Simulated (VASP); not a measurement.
Here is the system:

```xyz
2
Lattice="3.2205 0.0000 0.0000 0.0000 3.2205 0.0000 0.0000 0.0000 3.2205" Properties=species:S:1:pos:R:3 pbc="T T T"
Zn     1.6102     1.6102     1.6102
Au     0.0000     0.0000     0.0000
```

All values below come from RPBE GGA, VASP's PBE PAW potentials (set 64) (plane waves; VASP 6.6.1). Run with 520 eV cut-off, 13×13×13 Γ-centred mesh, tetrahedra with Blöchl corrections, potentials Zn Au.

Unless said otherwise, spin-orbit coupling is left out, though it shifts the bands of the heavy elements here.

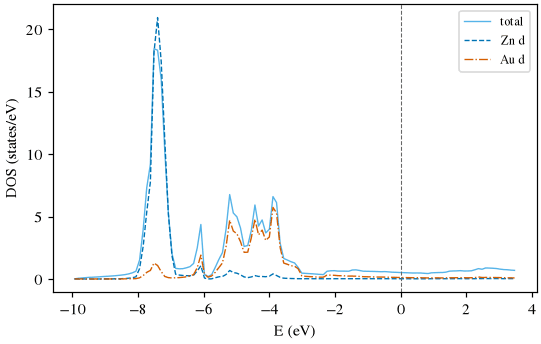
*Total and projected density of states, zero at the Fermi level*

Within 2 eV below the Fermi level the largest weight inside VASP's projection spheres is Au d, then Au s.

It has no gap at this level: it comes out as a metal or semimetal.

The compound is AuZn in the CsCl type structure. It was relaxed first, which changed the volume by +7 %. The electron count is odd and the run is not spin-polarised, which forces a metal.
